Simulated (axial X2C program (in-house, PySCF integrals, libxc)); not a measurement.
# BaMg: bond curves with and without spin–orbit coupling

What are the state, bond length, wavenumber and bond energy of BaMg, and what does spin–orbit coupling change?

Method: all-electron X2C, Ba dyall-cv3z, Mg dyall-cv3z; program: an in-house X2C program for linear molecules on PySCF integrals.

All values are calculated.

### 1 Set-up

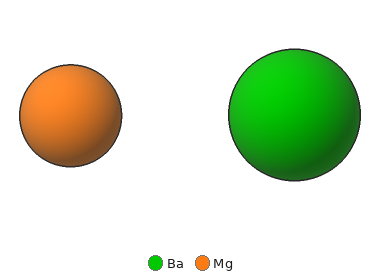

The two atoms at 3.350 Å (barium green, magnesium orange).

File task.json:

```json
{
 "zs": [
  56,
  12
 ],
 "q": 0,
 "bas": [
  "dyall-cv3z",
  "dyall-cv3z"
 ],
 "levels": [
  "PBE0",
  "HF",
  "PBE50"
 ],
 "cc": true,
 "r0": 3.35,
 "thr": -2.0,
 "nmax": 90,
 "npts": 10,
 "nst": 2,
 "ntry": 6
}
```

Keys: zs atomic numbers; q charge; bas basis sets; levels methods (HF also brings MP2); cc coupled cluster on or off; r0 starting distance in Å; thr threshold in hartree for freezing inner shells (an s shell follows its p shell); nmax most natural virtual spinors; npts points asked for on the curve; nst determinants followed; ntry starts of the search.

Started as:

```sh
python so2c.py task.json out
```

Spin-free means the one-electron spin-free X2C Hamiltonian; two-component (2c) means X2C with spin–orbit coupling and atomic mean-field two-electron Coulomb and Gaunt terms. Basis: Ba dyall-cv3z contracted to [14s14p9d5f1g], Mg dyall-cv3z contracted to [9s8p6d3f]; Gaussian nuclei, density fitting. Masses: Ba 137.905 u, Mg 23.985 u.

Notation: σ, π±, δ± give the projection m of an orbital's angular momentum (0, ±1, ±2), α and β its spin, Λ and M_S the sums; ω is the projection of a spinor's total angular momentum and Ω the sum. Logs are in hartree.

The results follow Hamiltonian by Hamiltonian and level by level.

### 2 State search with PBE0

PBE0 moves the distance from 3.350 Å to 4.256 Å and compares determinants there.

Spin-free determinants:

```tsv
ΔE (eV)	state	open shells
0.00	M_S = 0, Λ = 0	closed shell
0.62	M_S = 1, Λ = 0	beyond closed shells: 2 × σα
0.71	M_S = 1, Λ = 1	beyond closed shells: σα, π+α
0.92	M_S = 0, Λ = 1	beyond closed shells: σα, π+β
1.00	M_S = 1, Λ = 2	beyond closed shells: σα, δ+α
1.23	M_S = 0, Λ = 2	beyond closed shells: σα, δ+β
1.80	M_S = 1, Λ = 0	beyond closed shells: π+α, π-α
```

Two-component determinants:

```csv
ΔE (eV),state,open shells
0.00,Ω = 0,closed shell
0.61,Ω = 1,excess of +ω over −ω: 2 × ω = 1/2
0.72,Ω = 2,"excess of +ω over −ω: ω = 1/2, ω = 3/2"
0.92,Ω = 1,"excess of +ω over −ω: ω = -1/2, ω = 3/2"
1.03,Ω = 3,"excess of +ω over −ω: ω = 1/2, ω = 5/2"
1.26,Ω = 2,"excess of +ω over −ω: ω = -1/2, ω = 5/2"
2.15,Ω = 4,"excess of +ω over −ω: ω = 3/2, ω = 5/2"
```

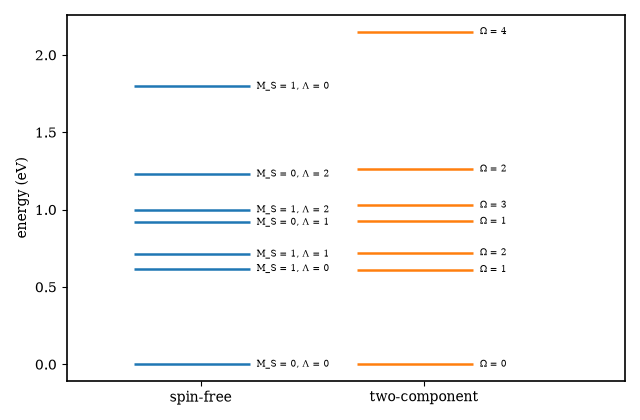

The determinants found, each set from its own lowest.

### 3 PBE0, spin-free

State followed: M_S = 0, Λ = 0 (closed shell). The scan is laid around 4.256 Å, a first estimate of the minimum, and this SCF restarts from the orbitals of the search.

The SCF at the reference distance of 4.256 Å:

```text
spin-free X2C-1e  PBE0
basis functions 229  fitting functions 1029  grid points 5087
iter        total energy     max residual
   1      -8334.727651318     1.26e-05
   2      -8334.727651332     1.05e-05
   3      -8334.727651335     5.71e-06
   4      -8334.727651336     7.65e-07
converged
one-electron -11548.96806140  Coulomb 3346.76468112  exact exchange -53.22967967  xc functional -162.84888784  nuclear repulsion 83.55429646
```

Along the bond, energies from the lowest point:

```tsv
R (Å)	E (eV)	μ (D)	HOMO (eV)	LUMO (eV)	iterations
3.703	0.0840	0.21	-3.44	-1.67	10
3.873	0.0321	0.04	-3.48	-1.59	9
4.001	0.0114	-0.06	-3.51	-1.54	9
4.128	0.0018	-0.15	-3.54	-1.53	9
4.256	0.0000	-0.23	-3.57	-1.52	4
4.405	0.0046	-0.30	-3.59	-1.50	9
4.554	0.0141	-0.35	-3.62	-1.49	9
4.745	0.0297	-0.39	-3.64	-1.47	9
4.979	0.0507	-0.41	-3.67	-1.44	9
5.320	0.0795	-0.40	-3.69	-1.41	9
```

Dipoles are positive if Mg is the positive end.

Outer orbitals at the reference distance:

| symmetry | occupied | ε (eV) | atomic character |
| --- | --- | --- | --- |
| π-α | yes | -20.39 | 100% Ba p |
| π+α | yes | -20.39 | 100% Ba p |
| σα | yes | -20.36 | 100% Ba p |
| σα | yes | -5.72 | 79% Mg s, 10% Ba s, 7% Ba p |
| σα | yes | -3.57 | 74% Ba s, 15% Mg p, 7% Mg s |
| σα | no | -1.52 | 45% Ba d, 39% Mg p, 7% Ba s |
| π-α | no | -1.45 | 45% Ba d, 42% Mg p, 12% Ba p |
| π+α | no | -1.45 | 45% Ba d, 42% Mg p, 12% Ba p |
| δ+α | no | -1.06 | 100% Ba d |

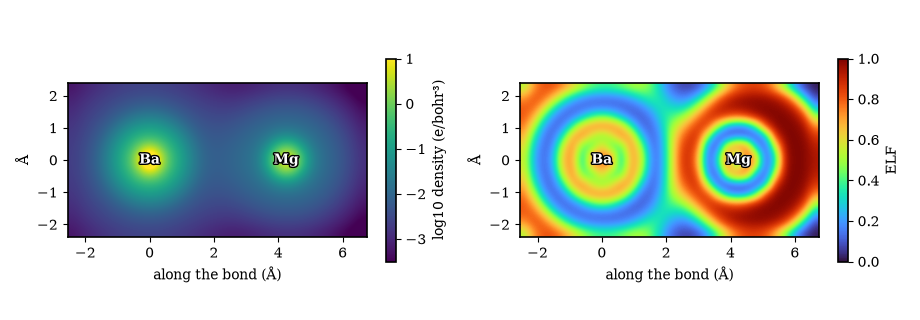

PBE0 fields in a plane through the axis, from a grid of 0.3 Å; Ba lies at z = 0 and Mg at z = 4.256 Å; the ELF is damped to zero where the density is low.

Re = 4.227 Å, ωe = 69.3 cm⁻¹, ωexe = 0.775 cm⁻¹, Be = 0.04618 cm⁻¹, De = 0.156 eV, μ = -0.21 D.

### 4 HF, spin-free

Output at 4.256 Å:

```text
spin-free X2C-1e  HF
basis functions 229  fitting functions 1029  grid points 5087
iter        total energy     max residual
   1      -8331.567802517     4.88e-01
   2      -8331.587928281     4.57e-03
   3      -8331.588418417     1.71e-03
   4      -8331.588487784     4.91e-04
   5      -8331.588509565     1.53e-04
   6      -8331.588517775     1.07e-04
   7      -8331.588520690     7.45e-05
   8      -8331.588521991     3.68e-05
   9      -8331.588522301     1.07e-05
  10      -8331.588522329     2.13e-06
  11      -8331.588522331     2.96e-07
converged
one-electron -11546.79397144  Coulomb 3344.61585151  exact exchange -212.96469886  xc functional 0.00000000  nuclear repulsion 83.55429646
```

No constants are quoted: the lowest point is the long end of the scan.

### 5 PBE50, spin-free

The SCF at the reference distance of 4.256 Å:

```text
spin-free X2C-1e  PBE50
basis functions 229  fitting functions 1029  grid points 5087
iter        total energy     max residual
   1      -8334.812892948     1.69e-01
   2      -8334.815400684     1.45e-03
   3      -8334.815423856     3.63e-04
   4      -8334.815426417     1.26e-04
   5      -8334.815426821     5.31e-05
   6      -8334.815426880     1.93e-05
   7      -8334.815426893     2.40e-06
   8      -8334.815426895     8.13e-07
converged
one-electron -11548.79202783  Coulomb 3346.61197507  exact exchange -106.47668831  xc functional -109.71298228  nuclear repulsion 83.55429646
```

Re = 4.319 Å, ωe = 62.8 cm⁻¹, ωexe = 0.79 cm⁻¹, Be = 0.04423 cm⁻¹, De = 0.127 eV, μ = -0.07 D.

### 6 MP2, spin-free

Correlated methods: 12 electrons correlated (frozen shells, counted by type: Ba 4 s, 3 p, 2 d; Mg 2 s, 1 p), 340 virtual spinors in MP2.

Output of the correlated part at 4.256 Å:

```text
correlated 12  virtual 340  natural virtual 88  E(MP2) -0.239352560  MP2 remainder -0.015420858
iter   CCSD correlation   residual
   1     -0.239473086   1.58e-01
   2     -0.248414072   6.54e-02
   3     -0.248941590   2.08e-02
   4     -0.248966455   7.26e-03
   5     -0.248992703   2.39e-03
   6     -0.248992714   1.32e-03
   7     -0.248994194   7.15e-04
   8     -0.248999457   3.96e-04
   9     -0.248996831   1.90e-04
  10     -0.248996491   8.21e-05
  11     -0.248996025   3.32e-05
  12     -0.248996142   1.43e-05
  13     -0.248996214   5.78e-06
  14     -0.248996228   2.53e-06
(T) -0.009561120  T1 0.0262  D1 0.0628  max T2 0.096
```

T1 in the output is the amplitude norm over the root of the electron number; divide by √2 for the Lee–Taylor value.

Coupled cluster ran at too few distances for a curve.

MP2: Re = 4.558 Å, ωe = 43.5 cm⁻¹, Be = 0.03972 cm⁻¹, De = 0.073 eV.

### 7 A higher determinant, spin-free

State: M_S = 1, Λ = 0 (beyond closed shells: 2 × σα).

Output at the reference distance:

```text
spin-free X2C-1e  PBE0
basis functions 229  fitting functions 1029  grid points 5087
iter        total energy     max residual
   1      -8334.704924029     6.26e-06
   2      -8334.704924032     4.06e-06
   3      -8334.704924033     1.98e-06
converged
one-electron -11551.08591252  Coulomb 3348.98327973  exact exchange -53.24920601  xc functional -162.90738170  nuclear repulsion 83.55429646
```

```tsv
R (Å)	E above the lowest PBE0 point (eV)
3.703	0.537
3.873	0.544
4.001	0.563
4.128	0.589
4.256	0.618
4.405	0.655
4.554	0.692
4.745	0.738
4.979	0.788
```

No constants are quoted: the lowest point is the short end of the scan.

### 8 The spin-free curves together

Energy (eV) of the followed determinant, spin-free, from each level's lowest point:

```tsv
R (Å)	PBE0	HF	MP2	PBE50
3.703	0.084	0.319	0.137	0.104
3.873	0.032	0.218	0.072	0.045
4.001	0.011	0.163	0.041	0.020
4.128	0.002	0.122	0.021	0.006
4.256	0.000	0.091	0.009	0.000
4.405	0.005	0.064	0.002	0.000
4.554	0.014	0.044	0.000	0.006
4.745	0.030	0.027	0.002	0.017
4.979	0.051	0.012	0.008	0.034
5.320	0.080	0.000	0.020	0.059
```

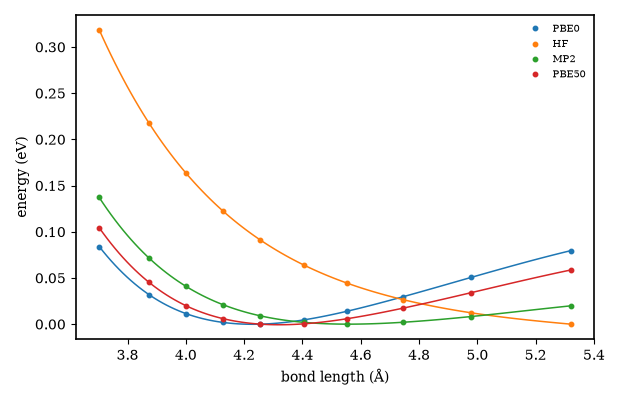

Curves of the followed state, spin-free, each from its own lowest point.

### 9 PBE0, 2c

State followed: Ω = 0 (closed shell). The scan is laid around 4.256 Å, a first estimate of the minimum, and this SCF restarts from the orbitals of the search.

Output at 4.256 Å:

```text
two-component X2C + atomic mean field  PBE0
basis functions 229  fitting functions 1029  grid points 5087
iter        total energy     max residual
   1      -8331.390923653     1.00e-05
   2      -8331.390923654     1.26e-05
converged
one-electron -11538.56020883  Coulomb 3344.85715492  exact exchange -53.19846961  xc functional -162.76136298  nuclear repulsion 83.55429646  atomic mean-field constant -5.28233361
```

Along the bond, energies from the lowest point:

```tsv
R (Å)	E (eV)	μ (D)	HOMO (eV)	LUMO (eV)	iterations
3.703	0.0836	0.22	-3.44	-1.69	10
3.873	0.0318	0.04	-3.48	-1.62	9
4.001	0.0112	-0.06	-3.51	-1.58	9
4.128	0.0018	-0.15	-3.54	-1.55	9
4.256	0.0000	-0.23	-3.57	-1.53	2
4.405	0.0047	-0.29	-3.60	-1.51	9
4.554	0.0142	-0.34	-3.62	-1.50	9
4.745	0.0299	-0.39	-3.65	-1.48	9
4.979	0.0508	-0.41	-3.67	-1.45	9
5.320	0.0797	-0.39	-3.69	-1.41	9
```

Dipoles are positive if Mg is the positive end.

Outer spinors at the reference distance:

| ω | occupied | ε (eV) | atomic character | λ mixture |
| --- | --- | --- | --- | --- |
| 1/2 | yes | -21.78 | 100% Ba p | 67% π, 33% σ |
| 3/2 | yes | -19.70 | 100% Ba p | 100% π |
| 1/2 | yes | -19.68 | 100% Ba p | 67% σ, 33% π |
| 1/2 | yes | -5.72 | 79% Mg s, 10% Ba s, 7% Ba p | 100% σ |
| 1/2 | yes | -3.57 | 74% Ba s, 15% Mg p, 7% Mg s | 100% σ |
| 1/2 | no | -1.53 | 46% Ba d, 38% Mg p, 8% Ba p | 85% σ, 15% π |
| 1/2 | no | -1.45 | 44% Ba d, 42% Mg p, 11% Ba p | 85% π, 15% σ |
| 3/2 | no | -1.44 | 46% Ba d, 42% Mg p, 10% Ba p | 99% π, 1% δ |
| 3/2 | no | -1.11 | 98% Ba d | 98% δ, 2% π |

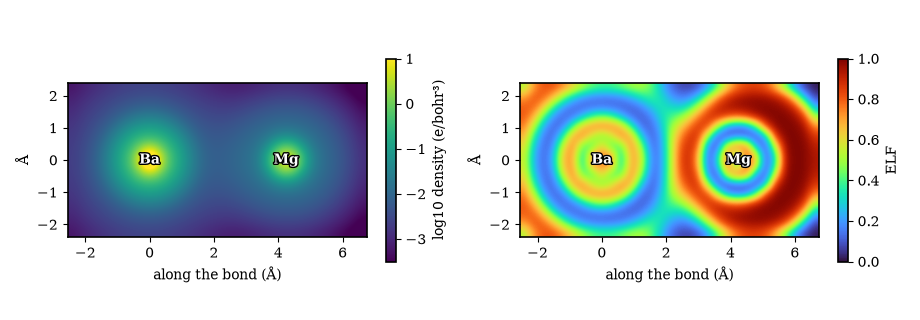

PBE0 fields in a plane through the axis, from a grid of 0.3 Å; Ba lies at z = 0 and Mg at z = 4.256 Å; the ELF is damped to zero where the density is low.

Re = 4.226 Å, ωe = 69.4 cm⁻¹, ωexe = 0.775 cm⁻¹, Be = 0.04621 cm⁻¹, De = 0.156 eV, μ = -0.21 D.

### 10 HF, 2c

Output at 4.256 Å:

```text
two-component X2C + atomic mean field  HF
basis functions 229  fitting functions 1029  grid points 5087
iter        total energy     max residual
   1      -8328.224969511     5.03e-01
   2      -8328.245115688     4.56e-03
   3      -8328.245608670     1.72e-03
   4      -8328.245678522     4.98e-04
   5      -8328.245700398     1.53e-04
   6      -8328.245708614     1.07e-04
   7      -8328.245711540     7.46e-05
   8      -8328.245712850     3.70e-05
   9      -8328.245713165     1.07e-05
  10      -8328.245713194     2.16e-06
  11      -8328.245713195     2.98e-07
converged
one-electron -11536.38755997  Coulomb 3342.70973043  exact exchange -212.83984650  xc functional 0.00000000  nuclear repulsion 83.55429646  atomic mean-field constant -5.28233361
```

No constants are quoted: the lowest point is the long end of the scan.

### 11 PBE50, 2c

Output at 4.256 Å:

```text
two-component X2C + atomic mean field  PBE50
basis functions 229  fitting functions 1029  grid points 5087
iter        total energy     max residual
   1      -8331.473930972     1.74e-01
   2      -8331.476441456     1.45e-03
   3      -8331.476464837     3.64e-04
   4      -8331.476467451     1.37e-04
   5      -8331.476467881     5.61e-05
   6      -8331.476467944     1.91e-05
   7      -8331.476467958     2.27e-06
   8      -8331.476467960     8.22e-07
   9      -8331.476467960     5.18e-07
converged
one-electron -11538.38400884  Coulomb 3344.70424683  exact exchange -106.41425811  xc functional -109.65441070  nuclear repulsion 83.55429646  atomic mean-field constant -5.28233361
```

Re = 4.318 Å, ωe = 62.8 cm⁻¹, ωexe = 0.789 cm⁻¹, Be = 0.04426 cm⁻¹, De = 0.127 eV, μ = -0.06 D.

### 12 Correlated methods, 2c

Correlated methods: 12 electrons correlated (frozen shells, counted by type: Ba 4 s, 3 p, 2 d; Mg 2 s, 1 p), 342 virtual spinors in MP2.

MP2: Re = 4.558 Å, ωe = 43.5 cm⁻¹, Be = 0.03972 cm⁻¹, De = 0.073 eV.

### 13 A higher determinant, 2c

State: Ω = 1 (excess of +ω over −ω: 2 × ω = 1/2).

Output at the reference distance:

```text
two-component X2C + atomic mean field  PBE0
basis functions 229  fitting functions 1029  grid points 5087
iter        total energy     max residual
   1      -8331.368414433     2.14e-06
   2      -8331.368414433     1.55e-06
converged
one-electron -11540.69537164  Coulomb 3347.09300275  exact exchange -53.21800795  xc functional -162.82000044  nuclear repulsion 83.55429646  atomic mean-field constant -5.28233361
```

```tsv
R (Å)	E above the lowest PBE0 point (eV)
3.703	0.530
3.873	0.538
4.001	0.557
4.128	0.583
4.256	0.613
4.405	0.649
4.554	0.686
4.745	0.731
4.979	0.782
```

No constants are quoted: the lowest point is the short end of the scan.

### 14 The 2c curves together

Energy (eV) of the followed determinant, 2c, from each level's lowest point:

```tsv
R (Å)	PBE0	HF	MP2	PBE50
3.703	0.084	0.319	0.137	0.104
3.873	0.032	0.218	0.072	0.045
4.001	0.011	0.163	0.041	0.020
4.128	0.002	0.122	0.021	0.006
4.256	0.000	0.091	0.009	0.000
4.405	0.005	0.064	0.002	0.000
4.554	0.014	0.044	0.000	0.006
4.745	0.030	0.027	0.002	0.017
4.979	0.051	0.012	0.008	0.034
5.320	0.080	0.000	0.020	0.059
```

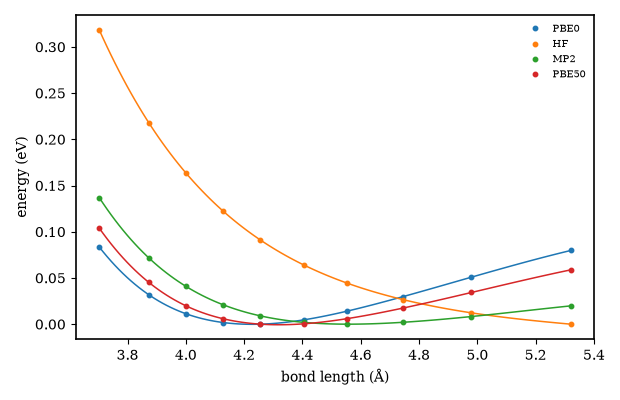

Curves of the followed state, 2c, each from its own lowest point.

Time for the job: 3.5 min (1 thread of Intel Xeon Platinum 8488C (Sapphire Rapids), shared host).

### 15 What came out

Lowest determinant that the search found at its distance, spin-free: M_S = 0, Λ = 0 (closed shell).

Lowest determinant that the search found at its distance, 2c: Ω = 0 (closed shell).

```json
{"Hamiltonian": "spin-free", "level": "PBE0", "Re (Å)": "4.227", "ωe (cm⁻¹)": "69.3", "De (eV)": "0.156", "μ (D)": "-0.21"}
{"Hamiltonian": "spin-free", "level": "MP2", "Re (Å)": "4.558", "ωe (cm⁻¹)": "43.5", "De (eV)": "0.073", "μ (D)": "n/a"}
{"Hamiltonian": "spin-free", "level": "PBE50", "Re (Å)": "4.319", "ωe (cm⁻¹)": "62.8", "De (eV)": "0.127", "μ (D)": "-0.07"}
{"Hamiltonian": "2c", "level": "PBE0", "Re (Å)": "4.226", "ωe (cm⁻¹)": "69.4", "De (eV)": "0.156", "μ (D)": "-0.21"}
{"Hamiltonian": "2c", "level": "MP2", "Re (Å)": "4.558", "ωe (cm⁻¹)": "43.5", "De (eV)": "0.073", "μ (D)": "n/a"}
{"Hamiltonian": "2c", "level": "PBE50", "Re (Å)": "4.318", "ωe (cm⁻¹)": "62.8", "De (eV)": "0.127", "μ (D)": "-0.06"}
```

Dipoles are positive if Mg is the positive end. No constants: spin-free HF (the lowest point is the long end of the scan); 2c HF (the lowest point is the long end of the scan).

Time per point (s) on 1 thread of Intel Xeon Platinum 8488C (Sapphire Rapids), shared host (2c runs); the times are rough: PBE0 0.74, MP2 0.92, PBE50 0.9.

**Reading.** At MP2, going from spin-free to two-component changes Re by 0 mÅ, ωe by -0.1 %; the spin-free picture holds up (part of it comes from the scalar share of the two-electron terms). De moves by 0.00 eV; both De rest on single-determinant atoms, which can miss part of an open shell's spin–orbit lowering.

De refers to Ba + Mg, each in the lowest determinant found, which need not be this curve's own limit. Each curve is one determinant whose occupation by symmetry is held fixed; it was picked as the lowest of a PBE0 search that is not exhaustive. The closed shell is kept restricted; where the fragments are open shells, the energy then runs too high at long range. De is counted from the lowest determinant-based energies of the atoms at the same level, without counterpoise correction.
